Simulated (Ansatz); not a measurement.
Au, response to strain

The parent structure is Au in the fcc (Cu type) structure (space group Fm-3m, No. 225; a = 4.1245 Å; relaxed with 0.1 eV smearing). Axes: x, y, z lie along the cube axes.

Strains are applied to the cell and any free atomic positions relax; under biaxial strain the out-of-plane vector relaxes too.

All numbers come from r2SCAN/PAW in Ansatz (a program for electronic structure), without spin-orbit coupling.

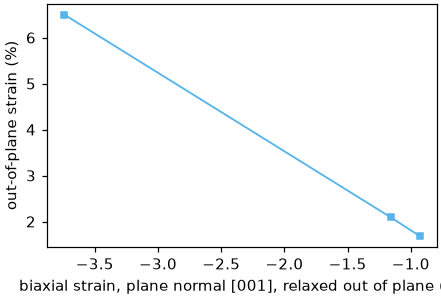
*Out-of-plane strain against biaxial strain, plane normal [001], relaxed out of plane*

| biaxial strain, plane normal [001], relaxed out of plane (%) | out-of-plane strain |
|---|---|
| -3.74 | +6.50 % |
| -1.16 | +2.09 % |
| -0.93 | +1.69 % |

Whether these cells are dynamically stable was not tested.
